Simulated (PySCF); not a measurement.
Bond stretch in AlH, singlet.

UKS-BP86/6-31G* = unrestricted BP86/6-31G*, spherical d (PySCF); UCCSD = CCSD on UHF/cc-pVTZ, 5 core orbitals frozen in PySCF; UKS-B3LYP/LANL2DZ = unrestricted B3LYP/LANL2DZ, with its core potentials past Ne (PySCF).

Energies are in mEh, each relative to the lowest point of its own curve near equilibrium.

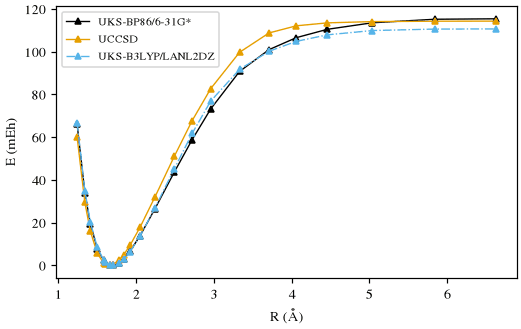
Fig. 1. Energy against bond length for each method.

```json
[
 {"R / Å": "1.24", "UKS-BP86/6-31G*": "66.1", "UCCSD": "60.1", "UKS-B3LYP/LANL2DZ": "66.8"},
 {"R / Å": "1.34", "UKS-BP86/6-31G*": "33.9", "UCCSD": "29.5", "UKS-B3LYP/LANL2DZ": "34.9"},
 {"R / Å": "1.41", "UKS-BP86/6-31G*": "19.5", "UCCSD": "16.0", "UKS-B3LYP/LANL2DZ": "20.3"},
 {"R / Å": "1.50", "UKS-BP86/6-31G*": "7.8", "UCCSD": "5.6", "UKS-B3LYP/LANL2DZ": "8.4"},
 {"R / Å": "1.58", "UKS-BP86/6-31G*": "2.3", "UCCSD": "1.2", "UKS-B3LYP/LANL2DZ": "2.7"},
 {"R / Å": "1.60", "UKS-BP86/6-31G*": "1.5", "UCCSD": "0.6", "UKS-B3LYP/LANL2DZ": "1.8"},
 {"R / Å": "1.66", "UKS-BP86/6-31G*": "0.1", "UCCSD": "0.0", "UKS-B3LYP/LANL2DZ": "0.2"},
 {"R / Å": "1.70", "UKS-BP86/6-31G*": "0.0", "UCCSD": "0.3", "UKS-B3LYP/LANL2DZ": "0.0"},
 {"R / Å": "1.78", "UKS-BP86/6-31G*": "1.2", "UCCSD": "2.4", "UKS-B3LYP/LANL2DZ": "1.0"},
 {"R / Å": "1.84", "UKS-BP86/6-31G*": "3.1", "UCCSD": "5.0", "UKS-B3LYP/LANL2DZ": "2.8"},
 {"R / Å": "1.92", "UKS-BP86/6-31G*": "6.6", "UCCSD": "9.3", "UKS-B3LYP/LANL2DZ": "6.3"},
 {"R / Å": "2.05", "UKS-BP86/6-31G*": "13.9", "UCCSD": "17.8", "UKS-B3LYP/LANL2DZ": "13.7"},
 {"R / Å": "2.24", "UKS-BP86/6-31G*": "26.4", "UCCSD": "31.9", "UKS-B3LYP/LANL2DZ": "26.7"},
 {"R / Å": "2.49", "UKS-BP86/6-31G*": "43.6", "UCCSD": "51.0", "UKS-B3LYP/LANL2DZ": "45.2"},
 {"R / Å": "2.72", "UKS-BP86/6-31G*": "58.8", "UCCSD": "67.7", "UKS-B3LYP/LANL2DZ": "61.7"},
 {"R / Å": "2.96", "UKS-BP86/6-31G*": "73.3", "UCCSD": "82.7", "UKS-B3LYP/LANL2DZ": "76.9"},
 {"R / Å": "3.33", "UKS-BP86/6-31G*": "90.7", "UCCSD": "99.7", "UKS-B3LYP/LANL2DZ": "91.7"},
 {"R / Å": "3.71", "UKS-BP86/6-31G*": "101.0", "UCCSD": "108.8", "UKS-B3LYP/LANL2DZ": "100.2"},
 {"R / Å": "4.06", "UKS-BP86/6-31G*": "106.6", "UCCSD": "112.1", "UKS-B3LYP/LANL2DZ": "104.8"},
 {"R / Å": "4.46", "UKS-BP86/6-31G*": "110.5", "UCCSD": "113.5", "UKS-B3LYP/LANL2DZ": "107.9"},
 {"R / Å": "5.04", "UKS-BP86/6-31G*": "113.5", "UCCSD": "114.1", "UKS-B3LYP/LANL2DZ": "109.9"},
 {"R / Å": "5.84", "UKS-BP86/6-31G*": "115.2", "UCCSD": "114.3", "UKS-B3LYP/LANL2DZ": "110.6"},
 {"R / Å": "6.63", "UKS-BP86/6-31G*": "115.4", "UCCSD": "114.3", "UKS-B3LYP/LANL2DZ": "110.7"}
]
```

At the longest distance, 6.63 Å, UKS-BP86/6-31G* lies highest above its minimum (115.4 mEh) and UKS-B3LYP/LANL2DZ lowest (110.7 mEh).

The unrestricted determinant behind UKS-BP86/6-31G* is spin-contaminated at 3.33 to 6.63 Å (<S²> up to 1.0, against 0.00 for a pure singlet). The unrestricted determinant behind UCCSD is spin-contaminated at 1.24 to 1.92, 2.49 to 6.63 Å (<S²> up to 1.0, against 0.00 for a pure singlet). The unrestricted determinant behind UKS-B3LYP/LANL2DZ is spin-contaminated at 2.96 to 6.63 Å (<S²> up to 1.0, against 0.00 for a pure singlet).
